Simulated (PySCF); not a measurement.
# CCSD(T)/ANO-RCC-MB (sfX2C) run of [BN2H6]− (SMILES N[BH2-]N)

What is the vertical singlet–triplet gap of [BN2H6]− at CCSD(T)/ANO-RCC-MB (sfX2C)? 

The results are computed with PySCF 2.14.0.

### Step 1. The molecule

[BN2H6]−: 9 atoms, total charge -1, spin state singlet. As SMILES, `N[BH2-]N`. The coordinates come from a GFN2-xTB relaxation. This is one conformer, not always the lowest.

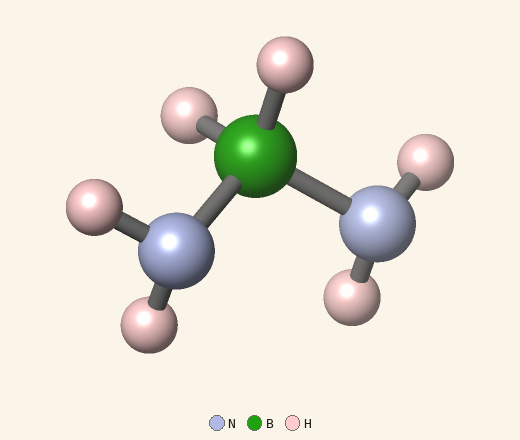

The structure, seen from a chosen angle (nitrogen light blue, boron green, hydrogen pink).

### Step 2. A single-point energy at CCSD(T)/ANO-RCC-MB (sfX2C)

Contents of input.py:

```python
from pyscf import gto, cc

system = gto.M(
    atom='''
N   -0.990090   0.622370  -0.709670
B    0.340220   0.326560   0.035840
N    0.071130  -0.691540   1.177600
H   -1.332370  -0.238940  -1.131860
H   -0.788570   1.243840  -1.489940
H    0.782890   1.364650   0.509650
H    1.216890  -0.143780  -0.784620
H   -0.259060  -1.565690   0.772080
H    0.958970  -0.917460   1.620910
''',
    charge=-1,
    basis='ano-rcc-mb',
    max_memory=1860,
    verbose=3,
)

mf = system.RHF()
mf = mf.x2c()
mf.conv_tol = 1e-10
mf.kernel()
if not mf.converged:
    mf = mf.newton().run(mf.mo_coeff, mf.mo_occ)

mycc = cc.CCSD(mf, frozen=3)
mycc.kernel()
e_t = mycc.ccsd_t()
e_tot = mycc.e_tot + e_t
print('E = %.10f Eh' % e_tot)
```

On the command line:

```sh
OMP_NUM_THREADS=1 python input.py
```

The program printed:

```text
converged SCF energy = -136.964029445007
E(CCSD) = -137.1362703887808  E_corr = -0.1722409437742446
CCSD(T) correction = -0.00132794555353333
E = -137.1375983343 Eh
```

It took 2.8 s on 1 thread of Arm Neoverse V1, shared host; peak memory 0.14 GiB.

### Step 3. The triplet

Contents of calc.py:

```python
from pyscf import gto, scf, cc

mol = gto.M(
    atom='''
N   -0.990090   0.622370  -0.709670
B    0.340220   0.326560   0.035840
N    0.071130  -0.691540   1.177600
H   -1.332370  -0.238940  -1.131860
H   -0.788570   1.243840  -1.489940
H    0.782890   1.364650   0.509650
H    1.216890  -0.143780  -0.784620
H   -0.259060  -1.565690   0.772080
H    0.958970  -0.917460   1.620910
''',
    max_memory=1860,
    charge=-1,
    verbose=3,
    basis='ano-rcc-mb',
    spin=2,
)

myscf = scf.UHF(mol)
myscf = myscf.sfx2c1e()
myscf.conv_tol = 1e-10
myscf.kernel()
if not myscf.converged:
    myscf = myscf.newton().run(myscf.mo_coeff, myscf.mo_occ)

mycc = cc.CCSD(myscf, frozen=3)
mycc.kernel()
e_t = mycc.ccsd_t()
energy = mycc.e_tot + e_t
print(f'total energy: {energy:.8f} hartree')
```

On the command line:

```sh
OMP_NUM_THREADS=1 python calc.py
```

The program printed:

```text
WARN: HOMO 0.351351191780451 >= LUMO -0.216176122018206

WARN: HOMO 0.443098827338235 >= LUMO 0.269330053665708

WARN: HOMO 0.38917668061956 >= LUMO 0.222282639112187

WARN: HOMO 0.383772968008864 >= LUMO 0.228586046170538

WARN: HOMO 0.383136263822542 >= LUMO 0.235626223887189

WARN: HOMO 0.381109015229405 >= LUMO 0.237727792273152

WARN: HOMO 0.380909778711026 >= LUMO 0.237839592621503

WARN: HOMO 0.380935274767659 >= LUMO 0.2378233204776

WARN: HOMO 0.380450474576272 >= LUMO 0.238267540937684

WARN: HOMO 0.380264464172523 >= LUMO 0.238230519943457

WARN: HOMO 0.380112390269632 >= LUMO 0.238329260406928

WARN: HOMO 0.380002694519454 >= LUMO 0.238363284942249

WARN: HOMO 0.380012472560438 >= LUMO 0.238392274897693

WARN: HOMO 0.38000405666392 >= LUMO 0.238387654836457

WARN: HOMO 0.380007443345664 >= LUMO 0.238389948145767

WARN: HOMO 0.38000795557778 >= LUMO 0.238391237532536

WARN: HOMO 0.380007725077912 >= LUMO 0.238392246303396

WARN: HOMO 0.380007704022451 >= LUMO 0.238392617232101

WARN: HOMO 0.380008102840599 >= LUMO 0.238392773890294

WARN: HOMO 0.38000828701232 >= LUMO 0.238393254001077

WARN: HOMO 0.380008167426448 >= LUMO 0.238393262890995

converged SCF energy = -136.488254514288  <S^2> = 2.0463158  2S+1 = 3.0307199
E(UCCSD) = -136.7357350449771  E_corr = -0.2474805306891833
UCCSD(T) correction = -0.0139232034103925
total energy: -136.74965825 hartree
```

Run time: 3.3 s. Hardware: 1 thread of Arm Neoverse V1, shared host; peak memory 0.13 GiB.

### Step 4. Results

At CCSD(T)/ANO-RCC-MB (sfX2C), 3 core orbitals frozen:

| quantity | value |
| --- | --- |
| singlet: total energy | -137.13760 Eh |
| singlet: HOMO energy (Hartree–Fock orbitals) | -2.83 eV |
| singlet: LUMO energy (Hartree–Fock orbitals) | 18.99 eV |
| singlet: HOMO–LUMO gap (to an unbound level, set by the basis) | 21.82 eV |
| singlet: correlation energy (3 core orbitals frozen) | -173.6 mEh |
| singlet: (T) correction | -1.33 mEh |
| singlet: T1 diagnostic | 0.006 |
| triplet: total energy | -136.74966 Eh |
| triplet: HOMO energy (Hartree–Fock orbitals) (highest over α and β) | 10.34 eV |
| triplet: correlation energy (3 core orbitals frozen) | -261.4 mEh |
| triplet: (T) correction | -13.92 mEh |
| triplet: ⟨S²⟩ of the reference determinant | 2.046 |
| triplet: T1 diagnostic | 0.034 |
| vertical energy of the triplet above the singlet | 10.556 eV |

In words: At this shape the triplet lies 10.56 eV (243 kcal/mol) above the singlet. For an anion a state so high probably lies above electron detachment. In a minimal basis such a difference can be off by several eV, whatever the method. Mulliken charges (singlet) of the mean-field density run from -0.63 on N1 to +0.13 on H9. The triples (singlet) make up 0.8 % of the correlation energy. Mulliken charges (triplet) of the mean-field density run from -0.48 on N3 to +0.08 on H4. The triples (triplet) make up 5.3 % of the correlation energy.
